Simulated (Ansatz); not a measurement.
H₄HfO₄ (SMILES O[Hf](O)(O)O)

The calculation's input:

```
crystal:
  periodic: [false, false, false]
  atoms:
    - symbol: O
      position_ang: [-0.465480, 0.093230, 1.875660]
    - symbol: Hf
      position_ang: [-0.000030, -0.000030, -0.000040]
    - symbol: O
      position_ang: [1.882280, 0.386640, -0.225910]
    - symbol: O
      position_ang: [-0.373310, -1.778130, -0.665360]
    - symbol: O
      position_ang: [-1.043620, 1.298150, -0.984570]
    - symbol: H
      position_ang: [-0.650000, -0.255480, 2.740830]
    - symbol: H
      position_ang: [2.637200, 0.928630, -0.427210]
    - symbol: H
      position_ang: [-0.213580, -2.562040, -1.179310]
    - symbol: H
      position_ang: [-1.773460, 1.889040, -1.134080]
basis:
  gaussian: {orbitals: def2-SVP}
hamiltonian: {xc: hf}
accuracy: high
output: {forces: true, orbitals: {seedname: orbitals}}
```

Launched as:

```sh
ansatz run run.yaml --threads 1 --pin off --max-ram 3480MiB --events-out events.jsonl --progress --plain --runs-dir runs
```

Geometry: PBE0-D4/def2-TZVP; core potentials replace the inner electrons of Hf.

Method: Ansatz 0.2.0, isolated molecule in a Gaussian basis; Hartree-Fock.

What will maps of the electron density and electron localisation function show?

Answer. Hf–O (1.93 Å): ρ at the midpoint is about 0.81 e/Å³; the ELF peaks at about 0.85 in the valence shell of O, 0.6 Å from its nucleus, and drops to about 0.15 between the two atoms.
O–H (0.95 Å): ρ at the midpoint is about 3.7 e/Å³; the ELF climbs to about 1 towards the hydrogen, as it does in any bond to H (a covalent bond by its length).

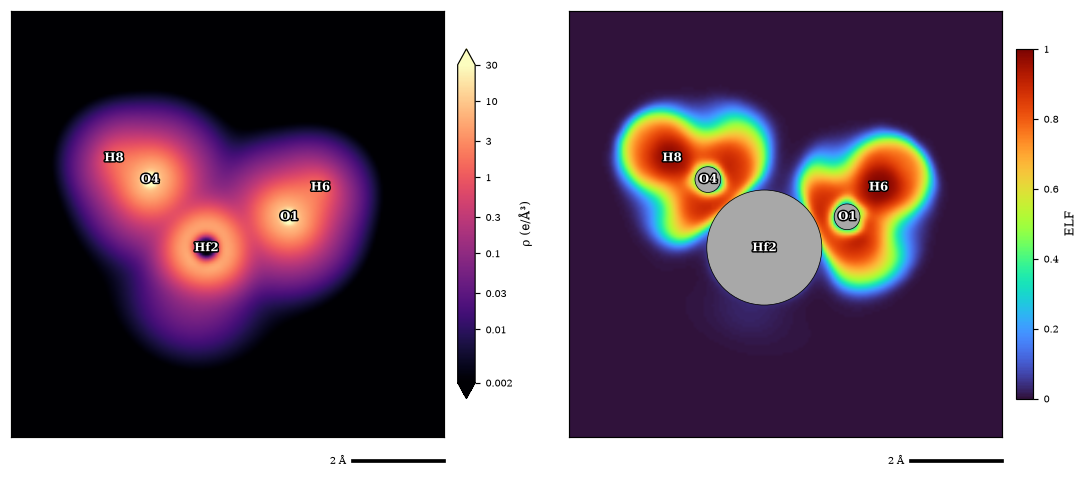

Computed electron density and electron localisation function on the plane of atoms O1, Hf2 and O4, in this order. Grey discs cover the atomic cores in the ELF map. 
